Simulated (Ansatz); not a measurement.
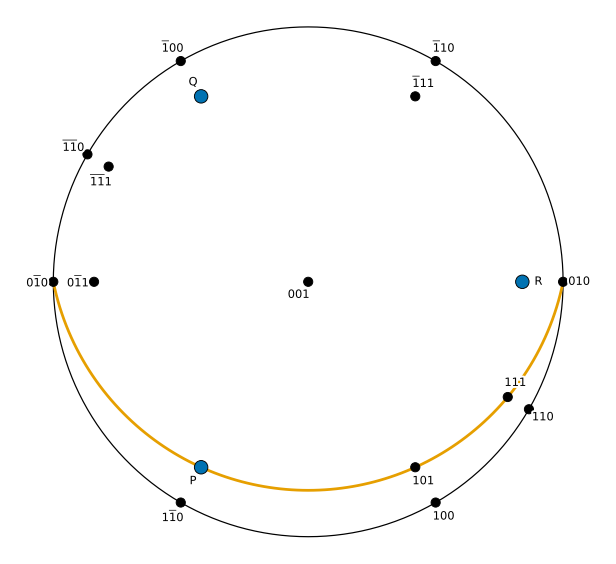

Stereographic projection of plane normals (upper hemisphere) centred on (0 0 1). Crystal: C, the input geometry of an electronic-structure calculation (not necessarily at equilibrium); the starting structure was generated, so it need not be a known form of this composition. Geometry calculated from the standardised cell; symmetry tolerance 0.002 Å.

a = 1.804 Å, b = 1.804 Å, c = 8.926 Å, α = 90.00°, β = 90.00°, γ = 120.00°.

Index the poles marked P, Q, R.

P is (1 −1 1), in four indices (1 −1 0 1), 80.1° from the centre; Q is (−1 0 1), in four indices (−1 0 1 1), 80.1° from the centre; R is (0 1 1), in four indices (0 1 −1 1), 80.1° from the centre.

Which zone does the coloured great circle trace?

The zone [1 0 −1]: its poles satisfy h − l = 0.

What is the angle between the normals of (1 0 1) and (1 −1 1), and what are their d_hkl = 1/|g|?

59.0°; d = 1.539 Å and 1.539 Å.
